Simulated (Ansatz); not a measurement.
# Geometry relaxation, with input and output: C2H9AlFN (part 2 of 2)

The same run, continued: C2H9AlFN; RKS CAM-B3LYP-D4/cc-pVDZ (Ansatz 0.2.0). It belongs to a series of runs on one base structure; here: end point B relaxed.

Geometry of the input (Å):
```
Al -0.7702  -0.1333  0.4641
N  1.1127  1.6800  -1.3961
C  -1.2494  -1.7430  -0.5121
F  -1.8896  1.1445  0.4315
H  1.3574  1.3068  -0.4774
C  0.8314  0.1857  1.5535
H  0.9737  0.8989  -2.0376
H  0.2246  2.1750  -1.3028
H  -0.3740  -2.2078  -0.9953
H  -1.6705  -2.4989  0.1747
H  -2.0091  -1.5439  -1.2837
H  1.7283  -0.3041  1.1390
H  1.0350  1.2616  1.6708
H  0.6998  -0.2216  2.5716
```

Trajectory as extended XYZ, continued:
```
14
Properties=species:S:1:pos:R:3:forces:R:3 step=4 energy=-13024.92508
Al   -0.4951    0.0651    0.2840    0.0419  -0.1972   0.2169
N     0.7283    1.4378   -1.4280   -0.3612  -0.6475   0.4891
C    -1.0846   -1.5621   -0.6176    0.0474  -0.0645  -0.0003
F    -1.5957    1.3735    0.2324   -0.1472   0.1100   0.0560
H     1.3018    1.2477   -0.6064    0.3014   0.2484  -0.2175
C     0.8858    0.1676    1.6765   -0.0915  -0.0499   0.0548
H     0.5608    0.5819   -1.9572    0.1180   0.1370  -0.1723
H    -0.1569    1.8615   -1.1452    0.0479   0.2748  -0.1944
H    -0.2509   -2.1399   -1.0569   -0.0705   0.0326   0.0212
H    -1.5735   -2.2316    0.1174    0.0584   0.0837  -0.0699
H    -1.8249   -1.3623   -1.4084    0.0285   0.0020  -0.0158
H     1.8155   -0.3477    1.3720   -0.0417   0.0277   0.0643
H     1.1352    1.2172    1.9128    0.0136  -0.0734   0.0273
H     0.5542   -0.3087    2.6247    0.0550   0.1166  -0.2592
14
Properties=species:S:1:pos:R:3:forces:R:3 step=5 energy=-13024.97451
Al   -0.4834    0.0935    0.3091    0.1631  -0.0477   0.0851
N     0.6497    1.3401   -1.4720    0.1352  -0.5395   1.2071
C    -1.0465   -1.5138   -0.6459   -0.0236  -0.0665   0.0798
F    -1.6026    1.3946    0.2916   -0.0636   0.0214   0.0460
H     1.3834    1.2911   -0.7374   -0.4992   0.0808  -0.8787
C     0.8854    0.1704    1.7123   -0.0627  -0.0193   0.0507
H     0.4389    0.4379   -1.9082    0.2013   0.3771  -0.0511
H    -0.1860    1.8286   -1.1340    0.1794   0.1228  -0.3556
H    -0.2069   -2.0906   -1.0726   -0.0242   0.0276   0.0269
H    -1.5568   -2.1905    0.0660    0.0175   0.0229  -0.0868
H    -1.7640   -1.2992   -1.4543    0.0098   0.0045   0.0034
H     1.8180   -0.3481    1.4242   -0.0552   0.0100   0.0201
H     1.1450    1.2095    1.9837   -0.0314  -0.0795  -0.0104
H     0.5257   -0.3234    2.6377    0.0537   0.0855  -0.1366
14
Properties=species:S:1:pos:R:3:forces:R:3 step=6 energy=-13025.22291
Al   -0.4136    0.1092    0.2611   -0.3353   0.1110   0.1955
N     0.5792    1.2823   -1.3833   -0.4744  -0.9771   1.1800
C    -1.0485   -1.5306   -0.6116    0.1865   0.2182  -0.1863
F    -1.5915    1.3698    0.3185   -0.0159   0.0087   0.0211
H     1.4036    1.3517   -0.8093    0.3928   0.3021  -0.3035
C     0.8835    0.1479    1.7316    0.0226   0.0596  -0.2204
H     0.4448    0.4876   -1.9832    0.2297   0.0567  -0.6209
H    -0.1840    1.9258   -1.2395   -0.0767   0.4000  -0.2012
H    -0.2033   -2.1031   -1.0297   -0.0134  -0.1177  -0.0522
H    -1.5808   -2.2069    0.0736   -0.0153   0.0146   0.0947
H    -1.7402   -1.2959   -1.4390    0.0097  -0.0467   0.0013
H     1.8125   -0.3820    1.4653    0.0940  -0.0375   0.0618
H     1.1500    1.1812    2.0066    0.0303   0.0229   0.0403
H     0.4882   -0.3369    2.6388   -0.0346  -0.0148  -0.0103
14
Properties=species:S:1:pos:R:3:forces:R:3 step=7 energy=-13025.61901
Al   -0.4304    0.1199    0.2756    0.0106   0.0085  -0.0400
N     0.4972    1.1654   -1.2506    0.2978  -0.8246   0.6623
C    -1.0336   -1.5169   -0.6236   -0.0488  -0.0185   0.0987
F    -1.5974    1.3893    0.3196   -0.2467   0.0354   0.1963
H     1.4413    1.3795   -0.8563   -0.9873   0.0825  -1.0045
C     0.8891    0.1509    1.7279   -0.1187  -0.0555   0.0809
H     0.4640    0.4985   -2.0476    0.2945   1.1247   0.4062
H    -0.1894    1.9407   -1.2593    0.7299  -0.3240  -0.3681
H    -0.2001   -2.1103   -1.0387    0.0148  -0.0079  -0.0062
H    -1.5695   -2.1833    0.0727   -0.0239  -0.0346  -0.0171
H    -1.7323   -1.2929   -1.4476   -0.0003  -0.0113  -0.0182
H     1.8221   -0.3840    1.4792    0.0092  -0.0163  -0.0110
H     1.1575    1.1808    2.0180    0.0106   0.0093   0.0140
H     0.4816   -0.3375    2.6310    0.0583   0.0323   0.0067
14
Properties=species:S:1:pos:R:3:forces:R:3 step=8 energy=-13025.82530
Al   -0.4706    0.1863    0.2552   -0.1256  -0.4242   0.3966
N     0.4854    1.1639   -1.2317    0.3092   0.1977  -0.4569
C    -1.0020   -1.5078   -0.5387   -0.2806  -0.2089  -0.4602
F    -1.6920    1.3861    0.4015   -0.0202   0.0789  -0.0369
H     1.4325    1.4751   -1.0063    0.0209  -0.0230   0.0595
C     0.8311    0.0855    1.6969    0.3417   0.3337   0.3055
H     0.5362    0.6680   -2.1255   -0.0275  -0.0480   0.0631
H    -0.0710    2.0036   -1.3927   -0.1242   0.1798  -0.0207
H    -0.1434   -2.1050   -0.9023   -0.0117   0.0834   0.0391
H    -1.5270   -2.1493    0.1880   -0.0293   0.0089   0.0470
H    -1.6940   -1.3808   -1.3958    0.0736  -0.0666   0.0891
H     1.7364   -0.4917    1.4276   -0.0768   0.0260  -0.0447
H     1.1722    1.0824    2.0419   -0.0076  -0.1260  -0.0028
H     0.4061   -0.4161    2.5821   -0.0419  -0.0116   0.0226
14
Properties=species:S:1:pos:R:3:forces:R:3 step=9 energy=-13025.78890 accepted=F
Al   -0.5029    0.0977    0.3409   -0.1056   1.2362  -0.7343
N     0.4859    1.1815   -1.2408    0.0330  -0.1733   0.1198
C    -1.0444   -1.5297   -0.5860   -0.1065  -0.1301   0.4040
F    -1.6700    1.3831    0.3928    0.0746  -0.3431   0.1607
H     1.4338    1.4802   -1.0068    0.0448  -0.0059   0.0016
C     0.8592    0.1254    1.7368   -0.2822  -0.2929   0.1994
H     0.5355    0.6667   -2.1206    0.0208  -0.0227  -0.0580
H    -0.0573    2.0299   -1.4196   -0.1075  -0.0609   0.1202
H    -0.1411   -2.0785   -0.8882    0.0738  -0.2139  -0.0859
H    -1.5777   -2.1655    0.1436    0.0258  -0.1500  -0.1005
H    -1.7051   -1.4339   -1.4593    0.0104   0.1697  -0.0384
H     1.7163   -0.4754    1.4011    0.2153  -0.0957   0.0805
H     1.2283    1.1016    2.0823   -0.0581   0.1081  -0.1289
H     0.4395   -0.3830    2.6240    0.1615  -0.0254   0.0599
14
Properties=species:S:1:pos:R:3:forces:R:3 step=10 energy=-13025.86831
Al   -0.4698    0.1438    0.2846   -0.0756   0.0457   0.0274
N     0.5012    1.1738   -1.2513    0.0112  -0.0057   0.0312
C    -1.0349   -1.5273   -0.5674   -0.0191  -0.0642  -0.0156
F    -1.6860    1.3588    0.4166    0.0590  -0.0264  -0.0286
H     1.4482    1.4821   -1.0168   -0.0632  -0.0092  -0.0275
C     0.8493    0.1097    1.7327    0.0331  -0.0135   0.0574
H     0.5439    0.6680   -2.1391   -0.0028   0.0371   0.0340
H    -0.0732    2.0101   -1.3940    0.0274  -0.0213  -0.0093
H    -0.1657   -2.1112   -0.9197   -0.0058  -0.0199  -0.0249
H    -1.5673   -2.1761    0.1501   -0.0025   0.0184  -0.0135
H    -1.7124   -1.3833   -1.4256    0.0018   0.0118  -0.0166
H     1.7467   -0.4672    1.4459    0.0276   0.0100   0.0129
H     1.1825    1.1098    2.0571    0.0057   0.0147  -0.0098
H     0.4375   -0.3910    2.6269    0.0033   0.0225  -0.0171
14
Properties=species:S:1:pos:R:3:forces:R:3 step=11 energy=-13025.87182
Al   -0.4675    0.1256    0.2946    0.0298   0.0360  -0.0455
N     0.4950    1.1654   -1.2381    0.0155  -0.0070   0.0156
C    -1.0404   -1.5361   -0.5821   -0.0017  -0.0279   0.0290
F    -1.6704    1.3546    0.4063   -0.0106  -0.0289   0.0279
H     1.4401    1.4790   -1.0082   -0.0107  -0.0001  -0.0165
C     0.8627    0.1180    1.7397   -0.0106  -0.0330   0.0212
H     0.5351    0.6661   -2.1283    0.0075   0.0118  -0.0119
H    -0.0850    1.9987   -1.3732    0.0060  -0.0162   0.0041
H    -0.1803   -2.1353   -0.9330   -0.0132   0.0089   0.0029
H    -1.5978   -2.1812    0.1195   -0.0048   0.0055  -0.0232
H    -1.7021   -1.3650   -1.4482   -0.0011   0.0141   0.0013
H     1.7664   -0.4574    1.4674   -0.0099   0.0101   0.0028
H     1.1891    1.1292    2.0368   -0.0099   0.0092  -0.0086
H     0.4551   -0.3614    2.6469    0.0138   0.0175   0.0009
14
Properties=species:S:1:pos:R:3:forces:R:3 step=12 energy=-13025.87341
Al   -0.4598    0.1140    0.2965    0.0238  -0.0177  -0.0068
N     0.4974    1.1599   -1.2358   -0.0089  -0.0116   0.0239
C    -1.0451   -1.5409   -0.5897    0.0064   0.0021   0.0164
F    -1.6693    1.3346    0.4186   -0.0117  -0.0028   0.0111
H     1.4415    1.4780   -1.0099    0.0023   0.0040  -0.0074
C     0.8693    0.1232    1.7453   -0.0104  -0.0110  -0.0086
H     0.5348    0.6678   -2.1301    0.0036   0.0051  -0.0119
H    -0.0891    1.9900   -1.3607    0.0058  -0.0021  -0.0046
H    -0.1929   -2.1508   -0.9410   -0.0106   0.0045   0.0044
H    -1.6218   -2.1830    0.0986    0.0041   0.0128  -0.0143
H    -1.6963   -1.3478   -1.4601    0.0077   0.0068   0.0100
H     1.7784   -0.4477    1.4831   -0.0078   0.0050   0.0042
H     1.1866    1.1435    2.0229   -0.0085  -0.0047  -0.0085
H     0.4661   -0.3407    2.6622    0.0040   0.0098  -0.0078
```

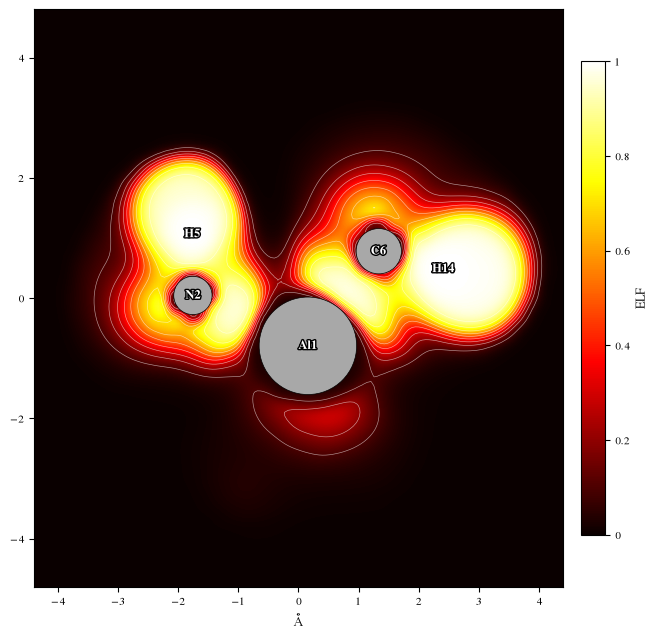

*ELF on the plane of atoms Al1, N2 and H5. Grey discs, where drawn, cover atomic cores.*

Atoms in the plane: Al, N, H and C. Al–N (2.09 Å): the ELF peaks at about 0.95 in the valence shell of N, 0.7 Å from its nucleus, and is about 0.70 at the midpoint. C–H (1.10 Å): the ELF climbs to about 1 towards the hydrogen; a covalent bond by its length.

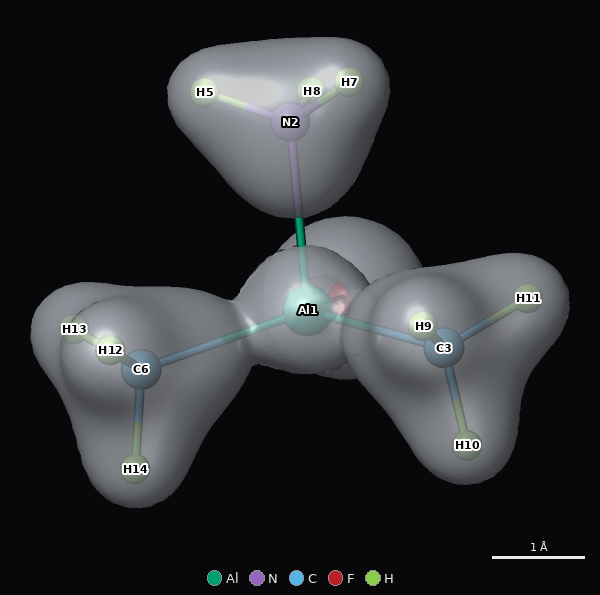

*Isosurface of the total electron density at 0.4 e/Å³ (grey), seen at a tilt.*

At this value the surface falls into two separate pieces. It is pinched off along the Al–N (2.09 Å) contacts. On the grid the lowest density along these lines, outside the cores, is 0.55 e/Å³ (Al–F, 1.72 Å), 0.57 e/Å³ (C–Al, 1.97 Å), 0.3 e/Å³ (Al–N, 2.09 Å) and 2.2 e/Å³ (N–H, 1.02 Å).

Summary:

```csv
quantity,value
outcome,converged
total energy,−13025.8735 eV
mean-field energy,−13025.6650 eV
largest force (length of the vector) at the end,0.030 eV/Å
hardware,"4 threads of Arm Neoverse N1, 16 GiB of memory available, shared host"
wall time,50 s (CPU time 3 min)
peak memory,0.34 GiB
```
